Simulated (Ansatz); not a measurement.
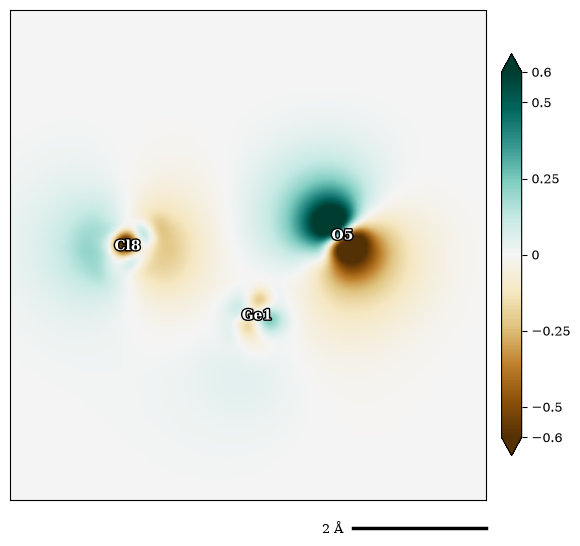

*ClGeH3O···H2O. The HOMO on the plane of atoms O5, Ge1 and Cl8 (values in Å⁻³ᐟ²; the overall sign is arbitrary).*

Level of theory: RKS B3LYP/def2-SVP in Ansatz 0.2.0.

```json
{"atom": "Ge", "x (Å)": "0.5614", "y (Å)": "0.2640", "z (Å)": "-0.6379"}
{"atom": "O", "x (Å)": "-1.2996", "y (Å)": "0.7532", "z (Å)": "2.1746"}
{"atom": "H", "x (Å)": "-1.2098", "y (Å)": "-0.0692", "z (Å)": "2.6756"}
{"atom": "H", "x (Å)": "1.1200", "y (Å)": "0.6648", "z (Å)": "-2.0067"}
{"atom": "O", "x (Å)": "-1.1207", "y (Å)": "0.7747", "z (Å)": "-0.5733"}
{"atom": "H", "x (Å)": "-1.4445", "y (Å)": "0.7399", "z (Å)": "0.3543"}
{"atom": "H", "x (Å)": "0.7597", "y (Å)": "-1.2166", "z (Å)": "-0.2609"}
{"atom": "Cl", "x (Å)": "1.6997", "y (Å)": "1.3799", "z (Å)": "0.9030"}
{"atom": "H", "x (Å)": "-0.4266", "y (Å)": "1.1758", "z (Å)": "2.2439"}
```

What is the character of this orbital?

Its weight (Hirshfeld) is mainly on O5 (about 55 %), Cl8 (about 15 %), Ge1 (about 10 %) and H7 (about 10 %); largely a combination of lone pairs on O5 and Cl8. Its energy is −8.16 eV.
